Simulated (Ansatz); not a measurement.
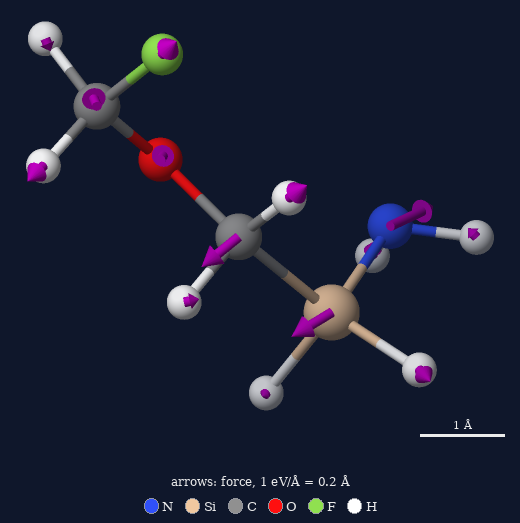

Starting geometry of C2H8FNOSi with the computed forces as purple arrows. Style: ball-and-stick. Shown from a free direction.

The run prepares an end point of a later path (inversion) calculation, from a guessed geometry.

These are results of RKS BLYP/def2-SVP (Ansatz), not measurements. (no spin polarisation; force threshold 0.015 eV/Å; at most 40 steps)

Question: What follows when this structure is relaxed?

Answer: It isn't relaxed: the largest force vector, on the N atom, is 4.72 eV/Å. The final displacements have little in common with the starting forces (cosine between the two patterns 0.21). After 15 geometry steps the energy has fallen by 87.8 kJ/mol. The largest force component goes from 4.4 to 0.012 eV/Å. The atom that moves furthest after the best rigid fit is an H atom (0.80 Å). By element the largest moves are H 0.80 Å, F 0.57 Å, N 0.30 Å, Si 0.20 Å, O 0.20 Å, C 0.16 Å. Some distances before and after: N–Si 1.651 → 1.748 Å, H–Si 1.438 → 1.502 Å, C–F 1.343 → 1.401 Å, C–H 1.058 → 1.114 Å. Among the angles between lasting bonds that change: Si–N–H 107.4° → 117.9°, Si–C–O 118.3° → 108.3°, Si–N–H 109.2° → 118.5°.
